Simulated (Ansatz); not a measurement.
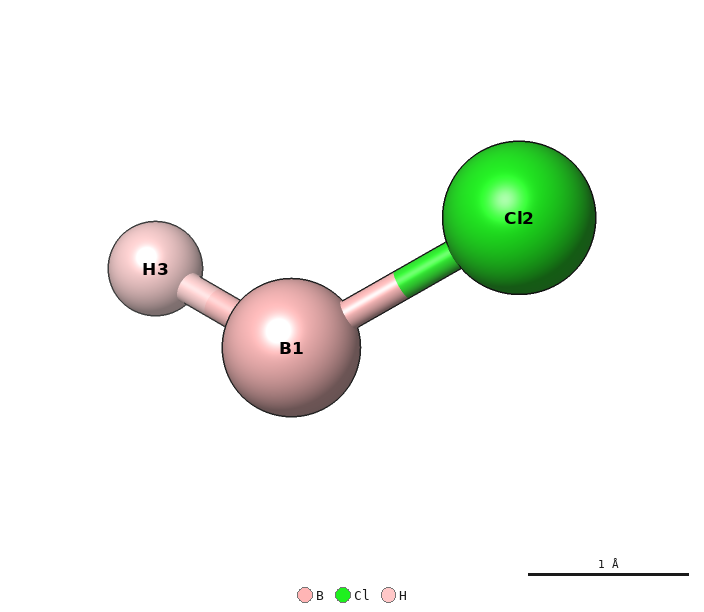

Simulated data, not a measurement (program: Ansatz).

Orthographic view. Atoms fade into the background with distance from the viewer. The species is neutral and a spin doublet. Geometry: atoms displaced at random (about 0.015 Å) from a stationary point of GFN2-xTB.

Give the geometry as a Z-matrix, atoms in numerical order, with these reference atoms: 2 to 1; 3 to 1, 2.

```
B  
Cl   1   1.695
H    1   1.181   2   122.7
```
